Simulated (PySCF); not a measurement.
**Ne³⁺: dipole response in aug-cc-pVQZ plus 1 even-tempered diffuse shell per l**

Aim: the static polarisability and the C₆ coefficient of Ne³⁺, method by method.

Program: PySCF 2.14.0. Level of theory: unrestricted determinants in a Gaussian basis, no spin-orbit coupling in the energies. These are calculated values, not measurements, unless marked.

## Step 1: The atom as given

- Element: neon (Z = 10)
- Basis: aug-cc-pVQZ with one added diffuse shell each of s, p, d, f, g type (7s6p5d4f3g, 105 functions)
- Hamiltonian: the non-relativistic Hamiltonian (point nucleus)
- State 1: Ne³⁺: [He] 2s2 2p3, high-spin 4S determinant
- Methods: UHF, PBE, PBE0, revPBE, M06-2X

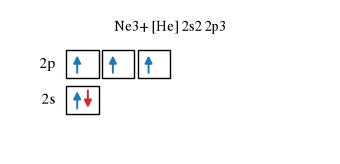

Occupation of the outer shells (arrows by Hund's rule).

The runs were made by one driver on top of PySCF. The scripts below sum up each run's settings (the driver also hands on starting orbitals that pick excited configurations, and frozen orbitals as a list rather than a count), and the logs come from the driver's own runs. The driver starts from symmetry-adapted Hartree-Fock orbitals, holds the occupation by maximum overlap and uses a logarithmic radial grid for functionals, so a plain start would take other cycles.

The integrals over 105 functions and the set-up took 0.93 s of CPU time.

## Step 2: Ne³⁺: the ladder of methods

UHF:

File input.py:

```python
from pyscf import gto, scf, dft, mp, cc
import basis_set_exchange as bse
mol = gto.M(atom="Ne 0 0 0", charge=3, spin=3, symmetry="D2h",
            basis=gto.basis.parse(bse.get_basis("aug-cc-pVQZ", elements=["Ne"], fmt="nwchem", augment_diffuse=1)))
mf = scf.UHF(mol)
mf.irrep_nelec = {'Ag': (2, 2), 'B1u': (1, 0), 'B2u': (1, 0), 'B3u': (1, 0)}
mf.kernel()
```

Output:

```text
damping factor = 0
level_shift factor = 0
DIIS = <class 'pyscf.scf.diis.CDIIS'>
diis_start_cycle = 1
diis_space = 10
diis_damp = 0
SCF conv_tol = 1e-09
SCF conv_tol_grad = None
number electrons alpha = 5  beta = 2
cycle= 1 E= -124.105692099703  delta_E= -9.09e-13  |g|= 2.89e-07  |ddm|= 1.96e-06
converged SCF energy = -124.105692099703  <S^2> = 3.7528733  2S+1 = 4.0014364
```

CPU time 9.4 s on a shared host, the integrals not counted.

The occupied shells:

```
shell  electrons  mean orbital energy (eV)  spread (eV)  rms radius (bohr)
 1s α          1                   -978.00            0              0.182
 1s β          1                   -971.86            0              0.182
 2s α          1                   -126.74            0              0.870
 2s β          1                   -106.79            0              0.870
 2p α          3                   -98.478            0              0.825
```

⟨S²⟩ = 3.753, ⟨L²⟩ = 0.00.

The driver then solved the coupled dipole response at imaginary frequencies: mean α = 0.7144 bohr³, C₆ = 0.6124 au for a like pair.

PBE:

input.py, as changed from the run before:

```diff
@@ -4,3 +4,3 @@
             basis=gto.basis.parse(bse.get_basis("aug-cc-pVQZ", elements=["Ne"], fmt="nwchem", augment_diffuse=1)))
-mf = scf.UHF(mol)
+mf = dft.UKS(mol, xc="PBE")
 mf.irrep_nelec = {'Ag': (2, 2), 'B1u': (1, 0), 'B2u': (1, 0), 'B3u': (1, 0)}
```

Output:

```text
damping factor = 0
level_shift factor = 0
DIIS = <class 'pyscf.scf.diis.CDIIS'>
diis_start_cycle = 1
diis_space = 10
diis_damp = 0
SCF conv_tol = 1e-09
SCF conv_tol_grad = None
number electrons alpha = 5  beta = 2
XC functionals = PBE
    J. P. Perdew, K. Burke, and M. Ernzerhof.,  Phys. Rev. Lett. 77, 3865 (1996)
    J. P. Perdew, K. Burke, and M. Ernzerhof.,  Phys. Rev. Lett. 78, 1396 (1997)
    J. P. Perdew, K. Burke, and M. Ernzerhof.,  Phys. Rev. Lett. 77, 3865 (1996)
    J. P. Perdew, K. Burke, and M. Ernzerhof.,  Phys. Rev. Lett. 78, 1396 (1997)
cycle= 1 E= -124.20648979875  delta_E= -0.00352  |g|= 0.0042  |ddm|= 0.237
cycle= 2 E= -124.206492361992  delta_E= -2.56e-06  |g|= 0.000707  |ddm|= 0.00628
cycle= 3 E= -124.20649243124  delta_E= -6.92e-08  |g|= 0.000185  |ddm|= 0.001
cycle= 4 E= -124.206492436096  delta_E= -4.86e-09  |g|= 1.23e-06  |ddm|= 0.000207
cycle= 5 E= -124.206492436096  delta_E= -2.56e-13  |g|= 1.49e-08  |ddm|= 1.89e-06
converged SCF energy = -124.206492436096  <S^2> = 3.7509224  2S+1 = 4.0004612
```

CPU time 3.3 s on a shared host, the integrals not counted.

The driver then solved the coupled dipole response at imaginary frequencies: mean α = 0.6917 bohr³, C₆ = 0.6129 au for a like pair.

PBE0:

input.py, as changed from the run before:

```diff
@@ -4,3 +4,3 @@
             basis=gto.basis.parse(bse.get_basis("aug-cc-pVQZ", elements=["Ne"], fmt="nwchem", augment_diffuse=1)))
-mf = dft.UKS(mol, xc="PBE")
+mf = dft.UKS(mol, xc="PBE0")
 mf.irrep_nelec = {'Ag': (2, 2), 'B1u': (1, 0), 'B2u': (1, 0), 'B3u': (1, 0)}
```

Output:

```text
damping factor = 0
level_shift factor = 0
DIIS = <class 'pyscf.scf.diis.CDIIS'>
diis_start_cycle = 1
diis_space = 10
diis_damp = 0
SCF conv_tol = 1e-09
SCF conv_tol_grad = None
number electrons alpha = 5  beta = 2
XC functionals = PBE0
    C. Adamo and V. Barone.,  J. Chem. Phys. 110, 6158 (1999)
    M. Ernzerhof and G. E. Scuseria.,  J. Chem. Phys. 110, 5029 (1999)
cycle= 1 E= -124.23042540797  delta_E= -0.00189  |g|= 0.00579  |ddm|= 0.165
cycle= 2 E= -124.230432573719  delta_E= -7.17e-06  |g|= 0.000609  |ddm|= 0.00712
cycle= 3 E= -124.230432654062  delta_E= -8.03e-08  |g|= 8.2e-05  |ddm|= 0.000867
cycle= 4 E= -124.23043265497  delta_E= -9.08e-10  |g|= 8.34e-06  |ddm|= 0.000105
converged SCF energy = -124.23043265497  <S^2> = 3.751218  2S+1 = 4.0006089
```

CPU time 11 s on a shared host, the integrals not counted.

The driver then solved the coupled dipole response at imaginary frequencies: mean α = 0.6922 bohr³, C₆ = 0.6086 au for a like pair.

revPBE:

input.py, as changed from the run before:

```diff
@@ -4,3 +4,3 @@
             basis=gto.basis.parse(bse.get_basis("aug-cc-pVQZ", elements=["Ne"], fmt="nwchem", augment_diffuse=1)))
-mf = dft.UKS(mol, xc="PBE0")
+mf = dft.UKS(mol, xc="PBE_R,PBE")
 mf.irrep_nelec = {'Ag': (2, 2), 'B1u': (1, 0), 'B2u': (1, 0), 'B3u': (1, 0)}
```

Output:

```text
damping factor = 0
level_shift factor = 0
DIIS = <class 'pyscf.scf.diis.CDIIS'>
diis_start_cycle = 1
diis_space = 10
diis_damp = 0
SCF conv_tol = 1e-09
SCF conv_tol_grad = None
number electrons alpha = 5  beta = 2
XC functionals = PBE_R,PBE
    Y. Zhang and W. Yang.,  Phys. Rev. Lett. 80, 890 (1998)
    J. P. Perdew, K. Burke, and M. Ernzerhof.,  Phys. Rev. Lett. 77, 3865 (1996)
    J. P. Perdew, K. Burke, and M. Ernzerhof.,  Phys. Rev. Lett. 78, 1396 (1997)
cycle= 1 E= -124.287633007243  delta_E= -0.00298  |g|= 0.00412  |ddm|= 0.222
cycle= 2 E= -124.287635468859  delta_E= -2.46e-06  |g|= 0.000456  |ddm|= 0.00635
cycle= 3 E= -124.287635501298  delta_E= -3.24e-08  |g|= 0.000158  |ddm|= 0.000744
cycle= 4 E= -124.287635504927  delta_E= -3.63e-09  |g|= 2.72e-06  |ddm|= 0.000175
cycle= 5 E= -124.287635504929  delta_E= -1.26e-12  |g|= 1.46e-07  |ddm|= 3.58e-06
converged SCF energy = -124.287635504929  <S^2> = 3.7509945  2S+1 = 4.0004972
```

CPU time 4.1 s on a shared host, the integrals not counted.

The driver then solved the coupled dipole response at imaginary frequencies: mean α = 0.6935 bohr³, C₆ = 0.6153 au for a like pair.

M06-2X:

input.py, as changed from the run before:

```diff
@@ -4,3 +4,3 @@
             basis=gto.basis.parse(bse.get_basis("aug-cc-pVQZ", elements=["Ne"], fmt="nwchem", augment_diffuse=1)))
-mf = dft.UKS(mol, xc="PBE_R,PBE")
+mf = dft.UKS(mol, xc="M062X")
 mf.irrep_nelec = {'Ag': (2, 2), 'B1u': (1, 0), 'B2u': (1, 0), 'B3u': (1, 0)}
```

Output:

```text
damping factor = 0
level_shift factor = 0
DIIS = <class 'pyscf.scf.diis.CDIIS'>
diis_start_cycle = 1
diis_space = 10
diis_damp = 0
SCF conv_tol = 1e-09
SCF conv_tol_grad = None
number electrons alpha = 5  beta = 2
XC functionals = M062X
    Y. Zhao and D. G. Truhlar.,  Theor. Chem. Acc. 120, 215 (2008)
    Y. Zhao and D. G. Truhlar.,  Theor. Chem. Acc. 120, 215 (2008)
cycle= 1 E= -124.306388814941  delta_E= -0.00259  |g|= 0.0155  |ddm|= 0.244
cycle= 2 E= -124.306411080124  delta_E= -2.23e-05  |g|= 0.0017  |ddm|= 0.0166
cycle= 3 E= -124.306411405831  delta_E= -3.26e-07  |g|= 0.000236  |ddm|= 0.00263
cycle= 4 E= -124.30641141143  delta_E= -5.6e-09  |g|= 7.32e-06  |ddm|= 0.000211
cycle= 5 E= -124.306411411437  delta_E= -7.03e-12  |g|= 2.33e-07  |ddm|= 6.11e-06
converged SCF energy = -124.306411411437  <S^2> = 3.7513779  2S+1 = 4.0006889
```

CPU time 17 s on a shared host, the integrals not counted.

The driver then solved the coupled dipole response at imaginary frequencies: mean α = 0.6723 bohr³, C₆ = 0.5827 au for a like pair.

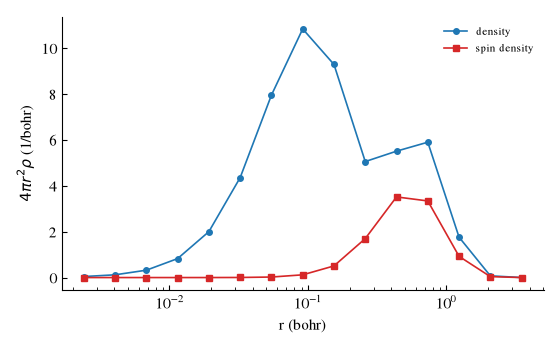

Radial density 4πr²ρ of Ne³⁺ at UHF, at 15 stored radii joined by straight lines.

## Step 3: The response side by side

Ne³⁺, in atomic units:

```
method  mean α  C₆ (like pair)   S(−4)
   UHF  0.7144          0.6124  0.6268
   PBE  0.6917          0.6129  0.5098
  PBE0  0.6922          0.6086  0.5241
revPBE  0.6935          0.6153  0.5113
M06-2X  0.6723          0.5827  0.4975
```

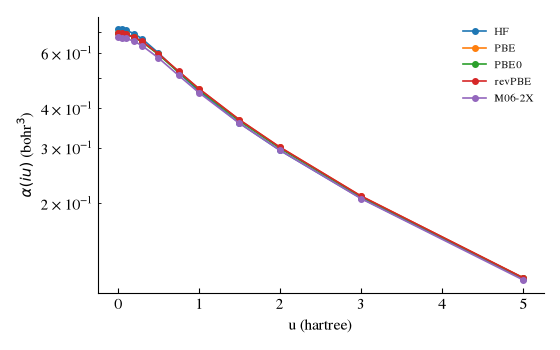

α(iu) of Ne³⁺, the polarisability at imaginary frequency, on a logarithmic scale.

## Step 4: Results

| quantity | value |
| --- | --- |
| α of Ne³⁺ | 0.6723 (M06-2X) to 0.7144 (UHF) bohr³ |

**Reading.** A single London oscillator with the computed α and C₆ of Ne³⁺ at UHF would have ω = 4 C₆ / (3 α²) = 1.60 hartree. The basis is finite, and no extrapolation was made.
